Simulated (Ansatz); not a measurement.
Input

```
crystal:
  periodic: [false, false, false]
  atoms:
    - {symbol: H, position_ang: [0.129202, 0.004418, -2.172463]}
    - {symbol: H, position_ang: [-0.479974, -0.420188, -2.095817]}
    - {symbol: Cl, position_ang: [1.694527, 0.725264, 0.843845]}
    - {symbol: B, position_ang: [0.087327, 0.103788, 1.065543]}
    - {symbol: Cl, position_ang: [-1.266619, 1.190890, 1.101944]}
    - {symbol: Cl, position_ang: [-0.164365, -1.604172, 1.256948]}
basis:
  gaussian: {orbitals: "def2-TZVPPD.json"}
hamiltonian: {xc: pbe0, dispersion: d4}
output: {orbitals: {seedname: orbitals}}
```

Command:

```sh
ansatz run in.yaml --threads 4 --pin off --events-out ev --progress --plain --max-ram 9574MiB
```

Geometry: PBE0-D4/def2-TZVP.

All numbers below come from RKS PBE0-D4/def2-TZVPPD in Ansatz 0.2.0.

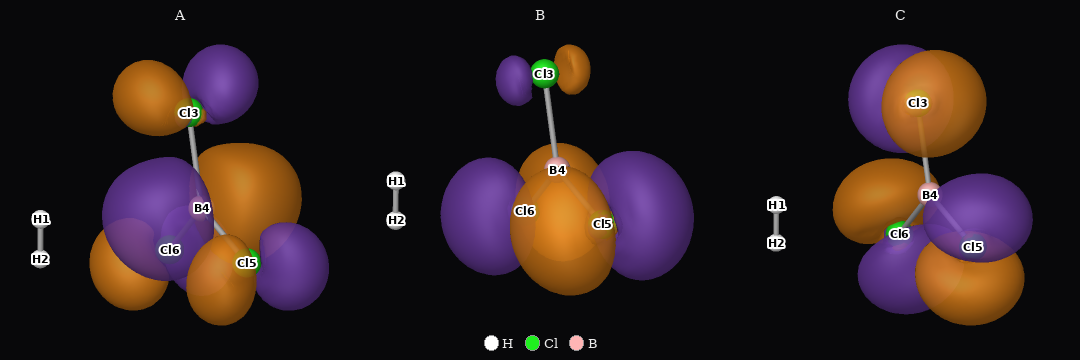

H2···BCl3 (SMILES [H][H].ClB(Cl)Cl). Three frontier orbitals at ±0.1 Å⁻³ᐟ² (orange and purple are the two phases), in no order.

### Which picture is the HOMO−1, the HOMO and the LUMO?

B is the HOMO−1 (−9.88 eV). Its weight (Hirshfeld) is mainly on Cl5 (about 55 %) and Cl6 (about 35 %). C is the HOMO (−9.11 eV). By Hirshfeld shares it lies mainly on Cl6 (about 30 %), Cl3 (about 30 %) and Cl5 (about 30 %); largely a combination of lone pairs on Cl6, Cl3 and Cl5. A is the LUMO (−1.79 eV). It lies mainly on B4 (about 45 %), Cl3 (about 20 %), Cl5 (about 20 %) and Cl6 (about 20 %).

### What is the HOMO–LUMO gap?

7.32 eV between the orbital energies.
